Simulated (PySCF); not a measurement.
# One shape, several levels: GeSiH3ClO (SMILES Cl[SiH]1[O][GeH2]1)

Wanted: a comparison of 6 runs (HF/STO-3G, HF/3-21G, HF/6-31G**, HF/def2-SVP, B3LYP/6-31G*, SVWN5/def2-SVP) of GeSiH3ClO. 

The calculation is run with PySCF 2.14.0.

**1. Starting point**

GeSiH3ClO: 7 atoms, total charge 0, spin state singlet. SMILES: `Cl[SiH]1[O][GeH2]1`. The shape is that of a PBE0-D4/def2-TZVP optimisation.

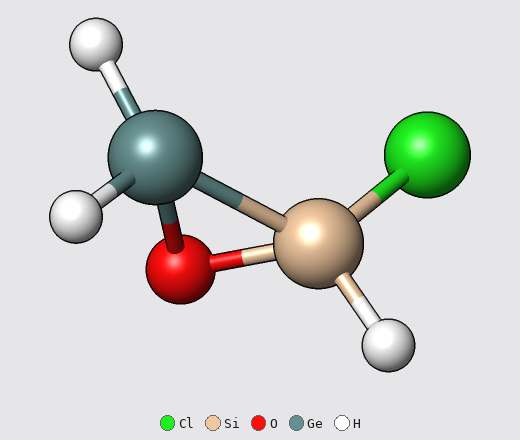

Viewed from a chosen angle; chlorine green, silicon light orange, oxygen red, germanium teal, hydrogen white.

**2. Energy and gradient at HF/STO-3G (run 1)**

Input file calc.py:

```python
import pyscf.grad
from pyscf import gto

mol = gto.M(
    atom='''
Cl       0.946700      -2.488800       0.655700
Si      -0.269300      -1.038200      -0.101800
O        0.399800       0.013200      -1.157400
Ge       0.044800       1.152900       0.326900
H       -1.538000      -1.691900      -0.484400
H       -0.900200       2.274100      -0.128200
H        1.377500       1.710600       0.843500
''',
    max_memory=1860,
    spin=0,
    verbose=4,
    basis='sto-3g',
)

calc0 = mol.RHF()
calc0.conv_tol = 1e-10
calc0.kernel()
if not calc0.converged:
    calc0 = calc0.newton().run(calc0.mo_coeff, calc0.mo_occ)

etot = calc0.e_tot
print('Final energy', etot)
grad = calc0.Gradients().kernel()
calc0.analyze()
```

On the command line:

```
OMP_NUM_THREADS=1 python calc.py
```

The program printed:

```text
PySCF version 2.14.0

[... 62 lines left out ...]
Final energy -2867.5507414666904
[... 18 lines left out ...]
Two-electron Coulomb Energy =         1703.677189703454360
[... 6 lines left out ...]
MO #4   energy= -50.3992778984686  occ= 2
[... 4 lines left out ...]
MO #9   energy= -10.3316864303903  occ= 2
[... 4 lines left out ...]
MO #14  energy= -6.05148223563786  occ= 2
[... 4 lines left out ...]
MO #19  energy= -4.0755709100344   occ= 2
[... 4 lines left out ...]
MO #24  energy= -0.670844582910027 occ= 2
[... 4 lines left out ...]
MO #29  energy= -0.627562494528695 occ= 2
[... 4 lines left out ...]
MO #34  energy= -0.38928287518386  occ= 2
[... 4 lines left out ...]
MO #39  energy= 0.355747746107538  occ= 0
[... 4 lines left out ...]
MO #44  energy= 0.656563803631571  occ= 0
[... 15 lines left out ...]
pop of  1 Si 2py          1.99854
pop of  1 Si 2pz          1.99941
pop of  1 Si 3px          0.74033
pop of  1 Si 3py          0.69241
pop of  1 Si 3pz          0.74716
pop of  2 O 1s            1.99993
pop of  2 O 2s            1.81350
pop of  2 O 2px           1.79752
pop of  2 O 2py           1.30720
pop of  2 O 2pz           1.49608
pop of  3 Ge 1s           2.00000
pop of  3 Ge 2s           1.99994
pop of  3 Ge 3s           1.99996
pop of  3 Ge 4s           1.20522
pop of  3 Ge 2px          2.00000
pop of  3 Ge 2py          1.99999
pop of  3 Ge 2pz          2.00000
pop of  3 Ge 3px          1.99890
pop of  3 Ge 3py          1.99865
pop of  3 Ge 3pz          1.99913
pop of  3 Ge 4px          0.87668
pop of  3 Ge 4py          0.83610
pop of  3 Ge 4pz          0.80514
pop of  3 Ge 3dxy         1.98513
pop of  3 Ge 3dyz         1.99190
pop of  3 Ge 3dz^2        1.98936
pop of  3 Ge 3dxz         1.99260
pop of  3 Ge 3dx2-y2      1.98912
pop of  4 H 1s            1.11184
pop of  5 H 1s            1.09106
pop of  6 H 1s            1.08927
 ** Mulliken atomic charges  **
charge of    0Cl =     -0.32047
charge of    1Si =      0.69469
charge of    2O =     -0.41424
charge of    3Ge =      0.33219
charge of    4H =     -0.11184
charge of    5H =     -0.09106
charge of    6H =     -0.08927
Dipole moment(X, Y, Z, Debye): -2.48516,  1.82522,  0.86597
```

It took 2.3 s on 1 thread of Arm Neoverse V2, shared host; peak memory 0.12 GiB.

**3. Energy and gradient at HF/3-21G (run 2)**

Input file run.py:

```python
import pyscf.grad
from pyscf import gto, scf

mol = gto.M(
    atom='''
Cl   0.946700  -2.488800   0.655700
Si  -0.269300  -1.038200  -0.101800
O    0.399800   0.013200  -1.157400
Ge   0.044800   1.152900   0.326900
H   -1.538000  -1.691900  -0.484400
H   -0.900200   2.274100  -0.128200
H    1.377500   1.710600   0.843500
''',
    basis='3-21g',
    max_memory=1860,
    spin=0,
    charge=0,
    verbose=4,
)

calc0 = scf.RHF(mol)
calc0.conv_tol = 1e-10
calc0.kernel()
if not calc0.converged:
    calc0 = calc0.newton().run(calc0.mo_coeff, calc0.mo_occ)

etot = calc0.e_tot
print('Final energy', etot)
grad = calc0.Gradients().kernel()
dip = calc0.dip_moment()
pop, q = calc0.mulliken_pop()
```

On the command line:

```
OMP_NUM_THREADS=1 python run.py
```

The program printed:

```text
PySCF version 2.14.0

[... 63 lines left out ...]
converged SCF energy = -2886.24044381316
Final energy -2886.2404438131575
[... 13 lines left out ...]
Dipole moment(X, Y, Z, Debye): -2.51675,  2.25834,  1.90716
[... 32 lines left out ...]
pop of  2 O 2pz           0.69095
pop of  2 O 3px           1.02545
pop of  2 O 3py           0.88003
pop of  2 O 3pz           0.96802
pop of  3 Ge 1s           1.99982
pop of  3 Ge 2s           1.99808
pop of  3 Ge 3s           1.99615
pop of  3 Ge 4s           0.77378
pop of  3 Ge 5s           0.48907
pop of  3 Ge 2px          1.99820
pop of  3 Ge 2py          1.99812
pop of  3 Ge 2pz          1.99801
pop of  3 Ge 3px          1.98559
pop of  3 Ge 3py          1.98526
pop of  3 Ge 3pz          1.98341
pop of  3 Ge 4px          0.56050
pop of  3 Ge 4py          0.58810
pop of  3 Ge 4pz          0.38816
pop of  3 Ge 5px          0.19968
pop of  3 Ge 5py          0.16241
pop of  3 Ge 5pz          0.15874
pop of  3 Ge 3dxy         1.99336
pop of  3 Ge 3dyz         1.99263
pop of  3 Ge 3dz^2        1.99540
pop of  3 Ge 3dxz         1.99659
pop of  3 Ge 3dx2-y2      1.99323
pop of  4 H 1s            0.42306
pop of  4 H 2s            0.75884
pop of  5 H 1s            0.40663
pop of  5 H 2s            0.75711
pop of  6 H 1s            0.40677
pop of  6 H 2s            0.75037
 ** Mulliken atomic charges  **
charge of    0Cl =     -0.45867
charge of    1Si =      1.04830
charge of    2O =     -0.85258
charge of    3Ge =      0.76573
charge of    4H =     -0.18190
charge of    5H =     -0.16374
charge of    6H =     -0.15714
```

It took 2.3 s on 1 thread of Arm Neoverse V2, shared host; peak memory 0.13 GiB.

Run 3 isn't shown in full; the table further down has it.

**4. Energy and forces at HF/def2-SVP (run 4)**

Input file mol.xyz:

```xyz
7

Cl     0.946700    -2.488800     0.655700
Si    -0.269300    -1.038200    -0.101800
O      0.399800     0.013200    -1.157400
Ge     0.044800     1.152900     0.326900
H     -1.538000    -1.691900    -0.484400
H     -0.900200     2.274100    -0.128200
H      1.377500     1.710600     0.843500
```

Input file input.py:

```python
# Cl[SiH]1[O][GeH2]1
from pyscf import gto

molecule = gto.M(
    atom='mol.xyz',
    basis='def2-svp',
    verbose=4,
    max_memory=1860,
)

myscf = molecule.RHF()
myscf.conv_tol = 1e-10
myscf.kernel()
if not myscf.converged:
    myscf = myscf.newton().run(myscf.mo_coeff, myscf.mo_occ)

e_final = myscf.e_tot
print(f'total energy: {e_final:.8f} hartree')
grad = myscf.nuc_grad_method().kernel()
dip = myscf.dip_moment()
pop, q = myscf.mulliken_pop()
```

On the command line:

```
OMP_NUM_THREADS=1 python input.py
```

The program printed:

```text
PySCF version 2.14.0

[... 65 lines left out ...]
converged SCF energy = -2899.8922868506
total energy: -2899.89228685 hartree
[... 13 lines left out ...]
Dipole moment(X, Y, Z, Debye): -1.59104,  1.19321,  1.77645
[... 66 lines left out ...]
pop of  3 Ge 5py          0.33177
pop of  3 Ge 5pz          0.18751
pop of  3 Ge 3dxy         1.63201
pop of  3 Ge 3dyz         1.63298
pop of  3 Ge 3dz^2        1.63070
pop of  3 Ge 3dxz         1.63083
pop of  3 Ge 3dx2-y2      1.62883
pop of  3 Ge 4dxy         0.35972
pop of  3 Ge 4dyz         0.35960
pop of  3 Ge 4dz^2        0.35967
pop of  3 Ge 4dxz         0.35886
pop of  3 Ge 4dx2-y2      0.36071
pop of  3 Ge 5dxy         0.06546
pop of  3 Ge 5dyz         0.04195
pop of  3 Ge 5dz^2        0.03960
pop of  3 Ge 5dxz         0.03876
pop of  3 Ge 5dx2-y2      0.03328
pop of  4 H 1s            0.74200
pop of  4 H 2s            0.35183
pop of  4 H 2px           0.00837
pop of  4 H 2py           0.00263
pop of  4 H 2pz           0.00124
pop of  5 H 1s            0.71396
pop of  5 H 2s            0.37595
pop of  5 H 2px           0.00472
pop of  5 H 2py           0.00645
pop of  5 H 2pz           0.00169
pop of  6 H 1s            0.71396
pop of  6 H 2s            0.36877
pop of  6 H 2px           0.00879
pop of  6 H 2py           0.00232
pop of  6 H 2pz           0.00182
 ** Mulliken atomic charges  **
charge of    0Cl =     -0.31890
charge of    1Si =      0.86157
charge of    2O =     -0.74998
charge of    3Ge =      0.51182
charge of    4H =     -0.10608
charge of    5H =     -0.10276
charge of    6H =     -0.09567
```

Wall time 7.5 s (1 thread of Arm Neoverse V2, shared host); peak memory 0.2 GiB.

Run 5 isn't shown in full; the table further down has it.

**5. Energy and forces at SVWN5/def2-SVP (run 6)**

Input file job.py:

```python
# Cl[SiH]1[O][GeH2]1
import pyscf.grad
from pyscf import gto, dft

system = gto.Mole()
system.atom = '''
Cl     0.946700    -2.488800     0.655700
Si    -0.269300    -1.038200    -0.101800
O      0.399800     0.013200    -1.157400
Ge     0.044800     1.152900     0.326900
H     -1.538000    -1.691900    -0.484400
H     -0.900200     2.274100    -0.128200
H      1.377500     1.710600     0.843500
'''
system.max_memory = 1860
system.verbose = 4
system.basis = 'def2-svp'
system.spin = 0
system.build()

ks = dft.RKS(system)
ks.xc = 'svwn'
ks.conv_tol = 1e-10
ks.grids.level = 5
ks.kernel()
if not ks.converged:
    ks = ks.newton().run(ks.mo_coeff, ks.mo_occ)

energy = ks.e_tot
print('Final energy', energy)
grad = ks.Gradients().kernel()
ks.analyze()
```

On the command line:

```
OMP_NUM_THREADS=1 python job.py
```

The program printed:

```text
PySCF version 2.14.0

[... 103 lines left out ...]
Two-electron Energy =                 1558.325860416255864
[... 10 lines left out ...]
MO #7   energy= -43.7751323935139  occ= 2
[... 8 lines left out ...]
MO #16  energy= -4.19853104264156  occ= 2
[... 8 lines left out ...]
MO #25  energy= -1.12096023005409  occ= 2
[... 8 lines left out ...]
MO #34  energy= -0.309561154129514 occ= 2
[... 8 lines left out ...]
MO #43  energy= 0.0672921983082264 occ= 0
[... 8 lines left out ...]
MO #52  energy= 0.338226292201924  occ= 0
[... 8 lines left out ...]
MO #61  energy= 0.59325124787332   occ= 0
[... 8 lines left out ...]
MO #70  energy= 0.876089085906988  occ= 0
[... 8 lines left out ...]
MO #79  energy= 1.41435287859675   occ= 0
[... 8 lines left out ...]
MO #88  energy= 2.25725235884605   occ= 0
[... 8 lines left out ...]
MO #97  energy= 3.05413878958091   occ= 0
[... 68 lines left out ...]
pop of  3 Ge 5pz          0.00549
pop of  3 Ge 3dxy         1.99861
pop of  3 Ge 3dyz         1.99894
pop of  3 Ge 3dz^2        1.99893
pop of  3 Ge 3dxz         1.99902
pop of  3 Ge 3dx2-y2      1.99872
pop of  3 Ge 4dxy         0.00430
pop of  3 Ge 4dyz         0.00340
pop of  3 Ge 4dz^2        0.00369
pop of  3 Ge 4dxz         0.00340
pop of  3 Ge 4dx2-y2      0.00291
pop of  3 Ge 5dxy         0.00149
pop of  3 Ge 5dyz         0.00130
pop of  3 Ge 5dz^2        0.00199
pop of  3 Ge 5dxz         0.00189
pop of  3 Ge 5dx2-y2      0.00161
pop of  4 H 1s            1.04833
pop of  4 H 2s            0.00612
pop of  4 H 2px           0.00245
pop of  4 H 2py           0.00094
pop of  4 H 2pz           0.00041
pop of  5 H 1s            0.99799
pop of  5 H 2s            0.00399
pop of  5 H 2px           0.00089
pop of  5 H 2py           0.00109
pop of  5 H 2pz           0.00039
pop of  6 H 1s            0.99370
pop of  6 H 2s            0.00398
pop of  6 H 2px           0.00184
pop of  6 H 2py           0.00027
pop of  6 H 2pz           0.00029
 ** Mulliken atomic charges  **
charge of    0Cl =     -0.21872
charge of    1Si =      0.71543
charge of    2O =     -0.70130
charge of    3Ge =      0.26725
charge of    4H =     -0.05824
charge of    5H =     -0.00434
charge of    6H =     -0.00008
Dipole moment(X, Y, Z, Debye): -1.07966,  0.75890,  1.15300
```

Run time: 21 s. Hardware: 1 thread of Arm Neoverse V2, shared host; peak memory 0.54 GiB.

**6. All runs side by side**

| run | level | integration grid | energy (Eh) | dipole moment (D) | HOMO energy (eV) | LUMO energy (eV) | wall time |
| --- | --- | --- | --- | --- | --- | --- | --- |
| 1 | HF/STO-3G | – | -2867.550741 | 3.20 | -6.78 | 5.91 | 2.3 s |
| 2 | HF/3-21G | – | -2886.240444 | 3.88 | -9.87 | 1.39 | 2.3 s |
| 3 | HF/6-31G** (spherical functions) | – | -2900.129617 | 2.91 | -9.71 | 1.80 | 16 s |
| 4 | HF/def2-SVP | – | -2899.892287 | 2.67 | -9.72 | 1.99 | 7.5 s |
| 5 | B3LYP/6-31G* (spherical functions) | 5 | -2903.524196 | 2.22 | -6.93 | -1.50 | 39 s |
| 6 | SVWN5/def2-SVP | 5 | -2896.888526 | 1.75 | -6.10 | -2.17 | 21 s |

**7. Outcome**

| quantity | value |
| --- | --- |
| run 6: total energy | -2896.88853 Eh |
| run 6: dipole moment | 1.75 D |
| run 6: HOMO energy | -6.10 eV |
| run 6: LUMO energy | -2.17 eV |
| run 6: HOMO–LUMO gap | 3.94 eV |
| run 6: largest force on an atom | 0.917 eV/Å |

**Reading.** The dipole moment (its size) runs from 1.75 D (SVWN5/def2-SVP) to 3.88 D (HF/3-21G). The two ends differ in method and basis. The HOMO–LUMO gap runs from 3.94 eV (SVWN5/def2-SVP) to 12.69 eV (HF/STO-3G). Totals of different functionals can't be ranked against each other. In run 1 the basis is minimal, so the values are rough. All runs together took 88 s, the longest 39 s.
